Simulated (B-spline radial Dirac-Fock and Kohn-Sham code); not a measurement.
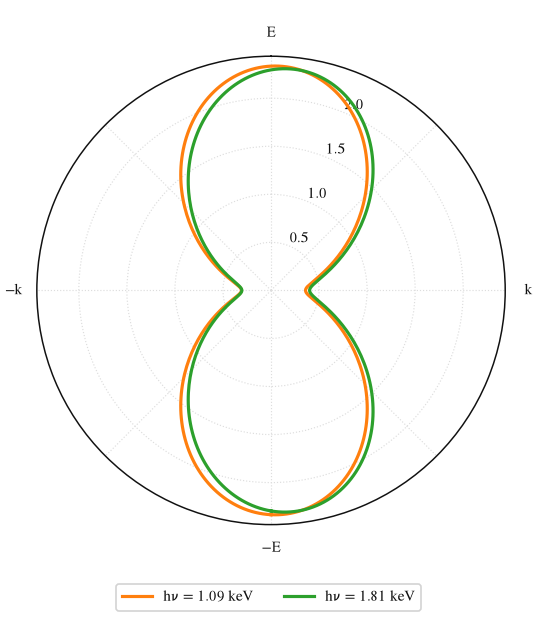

Angular distribution of photoelectrons from N5 (4d5/2) in the plane of the polarisation E (up) and the photon direction k (right), relative to an isotropic one. System: the iodine atom. Method: a Dirac–Hartree–Slater potential; 1 + βP₂(cos θ) + (δ + γ cos²θ) sin θ cos φ with E1 and E1–E2 terms (computed with a B-spline radial code). Open shells are averaged over j.

**What are β, γ and δ at 1.81 keV?**

β = 1.295, γ = 0.339, δ = 0.049.

**Is the pattern at 1.81 keV symmetric between forward and backward?**

No: 45° forward of E it is 1.3 times the value 45° backward, from the non-dipole terms.
